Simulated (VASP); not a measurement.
Band structure of PrS₂ (space group Fd-3m). Method: r2SCAN meta-GGA, VASP's PBE PAW potentials (set 64) (plane waves; VASP).

The 4f electrons are frozen in the core of the lanthanide potential, so 4f levels, which can set the real gap, and their magnetism are missing.

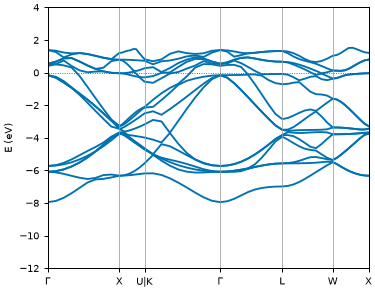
Figure: Bands along high-symmetry lines, zero at the valence-band maximum or, without a gap, the Fermi level

Problem. Read the plot: is there a gap, and where are the band edges?

Solution. It has no gap at this level: it comes out as a metal or semimetal.

The structure comes from a measured PrS2 entry (Fd-3m) of the Crystallography Open Database, whose conditions weren't checked. It was relaxed first.
